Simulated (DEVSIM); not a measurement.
Structure: Al0.3Ga0.7As/GaAs n-p heterojunction, at 300 K.

| layer (left to right) | material | thickness (μm) | Nd (cm⁻³) | Na (cm⁻³) | τn (s) | τp (s) |
|---|---|---|---|---|---|---|
| 1 | Al0.3Ga0.7As | 0.330 | 4.5e16 | - | 3.7e-10 | 1.1e-9 |
| 2 | GaAs | 4.30 | - | 1.6e16 | 3.7e-10 | 3.7e-10 |

Left contact: ohmic. Right contact: ohmic. Voltage is applied to the left contact. Recombination: SRH at mid-gap, Auger. Mobility is μmin + (μ − μmin)/(1 + (N/Nref)^α).

The device is made up for the run: typed textbook-type constants, with dimensions and the other settings drawn at random. Values at 300 K.

| parameter | Al0.3Ga0.7As | GaAs |
|---|---|---|
| gap (eV) | 1.7981 | 1.424 |
| affinity (eV) | 3.833 | 4.07 |
| permittivity | 12.05 | 12.9 |
| Nc (cm⁻³) | 6.96e17 | 4.7e17 |
| Nv (cm⁻³) | 9e18 | 9e18 |
| μn (cm²/Vs) | 3880 | 8500 |
| μp (cm²/Vs) | 197 | 400 |
| μn,min | 500 | 500 |
| μp,min | 20 | 20 |
| Nref,n | 6e16 | 6e16 |
| Nref,p | 1.5e17 | 1.5e17 |
| αn | 0.39 | 0.39 |
| αp | 0.38 | 0.38 |
| Cn (cm⁶/s) | 1e-30 | 1e-30 |
| Cp (cm⁶/s) | 1e-30 | 1e-30 |

Simulated with DEVSIM: 1D drift-diffusion, Boltzmann statistics, complete ionisation; no tunnelling, impact ionisation, image-force lowering or self-heating. Band offsets follow the typed affinities; no thermionic-emission limit at abrupt steps, no polarisation charge.

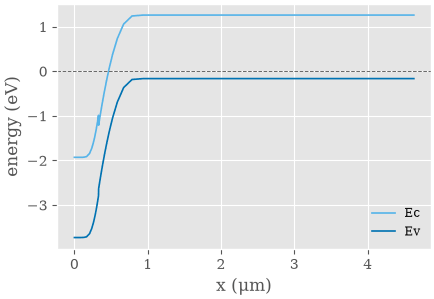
Band edges at 2.0 V on the left contact

Energies count from the Fermi level of the right contact; mesh points crowd at the junctions.

```tsv
x (μm)	Ec (eV)	Ev (eV)	n (cm⁻³)	p (cm⁻³)	field (V/cm)
0.000	-1.929	-3.727	4.5e16	< 1e2	≈ 0
0.006422	-1.929	-3.727	4.5e16	< 1e2	≈ 0
0.02118	-1.929	-3.727	4.5e16	< 1e2	≈ 0
0.05507	-1.929	-3.727	4.5e16	< 1e2	34
0.1650	-1.913	-3.711	2.4e16	< 1e2	7600
0.2610	-1.586	-3.384	7.7e10	< 1e2	66000
0.3028	-1.253	-3.051	200000	< 1e2	94000
0.3243	-1.035	-2.833	350	< 1e2	110000
0.3302	-1.208	-2.631	1800000	< 1e2	100000
0.3370	-1.137	-2.561	120000	< 1e2	100000
0.3529	-0.976	-2.400	350	270	100000
0.4084	-0.457	-1.881	110	990	87000
0.5210	0.382	-1.042	< 1e2	3500	62000
0.7858	1.240	-0.184	< 1e2	7.2e15	5500
1.766	1.260	-0.164	< 1e2	1.6e16	≈ 0
3.258	1.260	-0.164	< 1e2	1.6e16	≈ 0
4.050	1.260	-0.164	< 1e2	1.6e16	≈ 0
4.386	1.260	-0.164	< 1e2	1.6e16	≈ 0
4.552	1.260	-0.164	< 1e2	1.6e16	≈ 0
4.600	1.260	-0.164	< 1e2	1.6e16	≈ 0
4.620	1.260	-0.164	< 1e2	1.6e16	≈ 0
4.630	1.260	-0.164	< 1e2	1.6e16	≈ 0
```
